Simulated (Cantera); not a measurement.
Feed: 1 mol SiH2Cl2, 0.0074 mol Cl2, 25 mol H2, held at 97.5 Torr.

Method: chemical equilibrium by Gibbs-energy minimisation in Cantera with the NASA 1993 tables (ideal gas, pure condensed phases). Candidate condensed phases: Si; 19 gas species. The tables' values for SiCl3 are old estimates; treat these amounts as uncertain. The numbers say what is thermodynamically allowed, not how fast it happens.

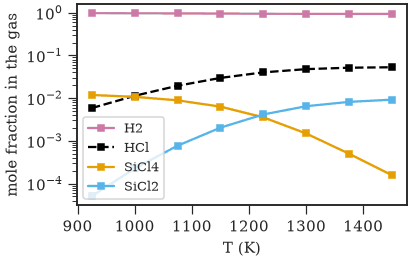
*Equilibrium gas composition (values under 1e-9 drawn at 1e-9)*

### Question
Read off the mole fractions at 1075 K.

### Answer
H2 about 0.96, HCl about 0.019, SiCl4 about 0.0089, SiCl2 about 0.00077.
